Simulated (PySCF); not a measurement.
C5H5NO2Si (SMILES c1cnc2c(c1)O[SiH2]O2)

```json
{"atom": "C", "x (Å)": "-2.1271", "y (Å)": "0.3249", "z (Å)": "0.0228"}
{"atom": "C", "x (Å)": "-1.9254", "y (Å)": "-0.9799", "z (Å)": "-0.3763"}
{"atom": "N", "x (Å)": "-0.7220", "y (Å)": "-1.5415", "z (Å)": "-0.5077"}
{"atom": "C", "x (Å)": "0.3031", "y (Å)": "-0.7802", "z (Å)": "-0.2335"}
{"atom": "C", "x (Å)": "0.2107", "y (Å)": "0.5611", "z (Å)": "0.1808"}
{"atom": "C", "x (Å)": "-1.0278", "y (Å)": "1.1363", "z (Å)": "0.3154"}
{"atom": "O", "x (Å)": "1.4244", "y (Å)": "1.1270", "z (Å)": "0.4012"}
{"atom": "Si", "x (Å)": "2.6170", "y (Å)": "0.0132", "z (Å)": "0.0967"}
{"atom": "O", "x (Å)": "1.5775", "y (Å)": "-1.2085", "z (Å)": "-0.3207"}
{"atom": "H", "x (Å)": "-3.1266", "y (Å)": "0.7195", "z (Å)": "0.1113"}
{"atom": "H", "x (Å)": "-2.7541", "y (Å)": "-1.6330", "z (Å)": "-0.6085"}
{"atom": "H", "x (Å)": "-1.1411", "y (Å)": "2.1619", "z (Å)": "0.6304"}
{"atom": "H", "x (Å)": "3.3862", "y (Å)": "0.4220", "z (Å)": "-1.0633"}
{"atom": "H", "x (Å)": "3.3045", "y (Å)": "-0.3233", "z (Å)": "1.3292"}
```

Geometry: GFN2-xTB.

All numbers below come from PySCF, PBE0/pcSseg-1, SCF density, gas phase, non-relativistic.

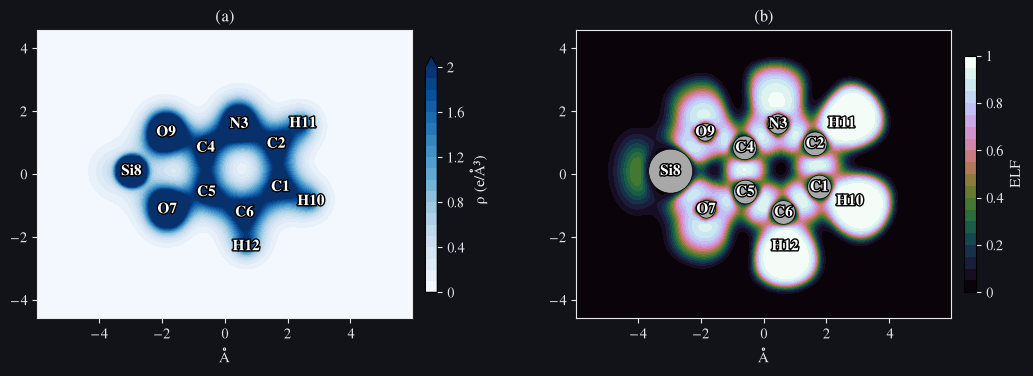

Figure 1. (a) electron density; (b) electron localisation function on the plane of atoms C4, C5 and O7. Grey discs cover the atomic cores in the ELF map.

What does the map show?

Atoms in the plane: C, N, O, Si and H.
C–N (1.31 Å): ρ at the midpoint is about 2.6 e/Å³; the ELF peaks at about 0.90 between the atoms; localised, covalent bonding.
C–O (1.35 Å): ρ is about 2.4 e/Å³ halfway, with its minimum of 2 e/Å³ about 0.5 Å from C; the ELF peaks at about 0.90 between the atoms; a shared but strongly polarised pair.
C–C (1.37 Å): the density is about 2.1 e/Å³ at the midpoint; the ELF peaks at about 0.95 between the atoms; a covalent bond.
Si–O (1.66 Å): ρ at the midpoint is about 1.1 e/Å³; the ELF peaks at about 0.90 between the atoms: a polar covalent bond.
C–H (1.08 Å): the density is about 2 e/Å³ at the midpoint; the ELF climbs to about 1 towards the hydrogen, as it does in any bond to H: a covalent bond by its length.
The ELF also peaks beside O7, O9 and N3, away from the bonds: lone-pair regions.

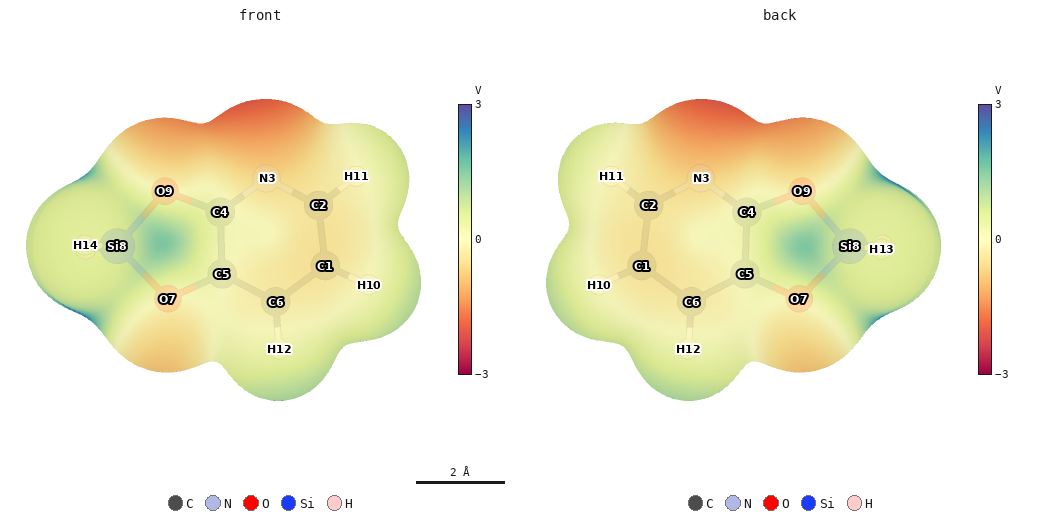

Figure 2. The molecular electrostatic potential painted on the density surface at 0.002 e/bohr³, seen from the front and from behind; the colour scale runs from red (negative) to blue (positive).

Which sites attract a positive test charge, and which a negative one?

A positive charge is drawn to the negative regions and a negative charge to the positive ones. The most negative region (about −2.0 V) lies over N3, the most positive (about +2.5 V) over Si8. N3 is the likeliest acceptor of a hydrogen bond.

How polar is the molecule by this calculation?

Its dipole moment is 2.47 D.
